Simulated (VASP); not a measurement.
Band structure of Ti (space group Fm-3m). Calculation: SCAN meta-GGA, VASP's PBE PAW potentials (set 64) (plane waves; VASP 6.6.1).

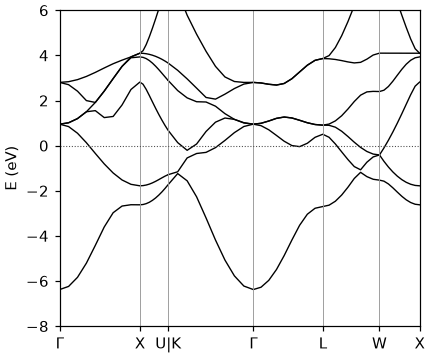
Bands along high-symmetry lines, zero at the valence-band maximum or, without a gap, the Fermi level

Question: Read the plot: is there a gap, and where are the band edges?

Answer: It has no gap at this level: it comes out as a metal or semimetal.

The structure comes from a measured Ti entry (Fm-3m) of the Crystallography Open Database, whose conditions weren't checked. It was relaxed first.
